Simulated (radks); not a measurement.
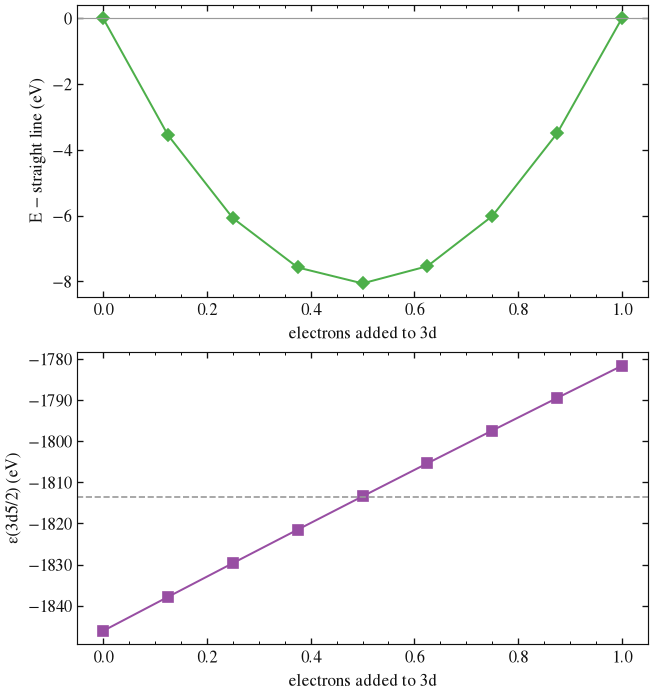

Level of theory: Dirac Kohn-Sham, BLYP, spin-unpolarised, spherical densities, finite nucleus. Computed with the in-house radial solver radks. The occupation of the 3d shell is varied from W²⁺ ([Ar] 3d9 4s2 4p6 4d10 4f14 5s2 5p6 5d4 6s1 (3d3/2: 4, 3d5/2: 5, 5d3/2: 4)) to W⁺ ([Xe] 4f14 5d4 6s1 (5d3/2: 4)), with spherical fractional occupations. The plot shows the total energy less the straight line between the end points, and the eigenvalue of 3d5/2 (the dashed line is minus the energy to take the whole electron out).

### Is the energy convex or concave in the occupation, and by how much?

The curve is convex (below the straight line), with the largest deviation among the points computed, −8.06 eV, at 0.5. The end points differ by 1814 eV, the energy to take the electron out. The eigenvalue, which is the slope of the energy (Janak's theorem), moves from −1846 eV at 0 to −1782 eV at 1; for a straight line it would stay constant, and a parabola would sag by an eighth of this change, scaled to a whole electron, 8.06 eV. Convexity is the mark of the delocalisation error, which puts fractional charges too low; for p, d and f shells the spherical spreading of the fraction adds to it. The shell lies under occupied ones, so the straight line is a guide here rather than an exact condition.
